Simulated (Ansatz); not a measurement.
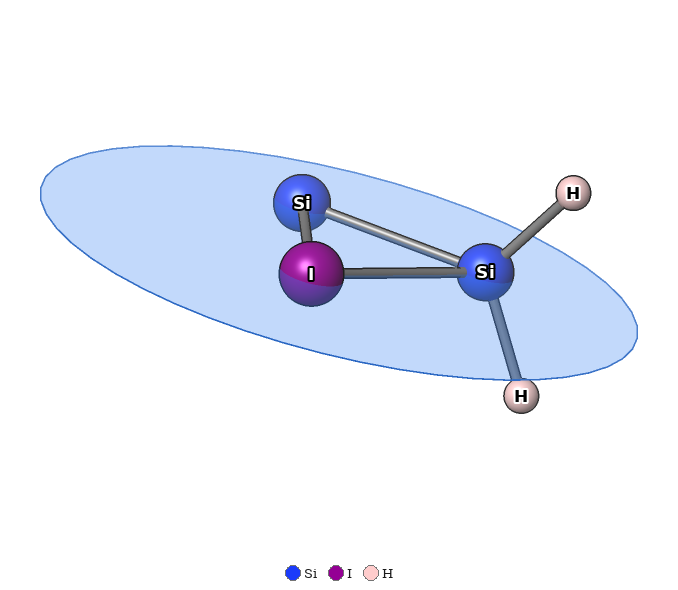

All proper rotation axes (lines) and mirror planes (discs) of the structure are drawn in. Depth is shown by fading: the farther an atom, the more it takes the colour of the background. The species has charge +1 and is a spin singlet. The geometry was computed by an optimisation with PBE-D4/def2-SVP. No frequency run is at hand to confirm it as a minimum.

Q: Name the symmetry elements and the point group.

A: It has 1 mirror plane. Point group Cs. The group has 2 operations. The geometry is achiral, and symmetry allows a dipole moment.
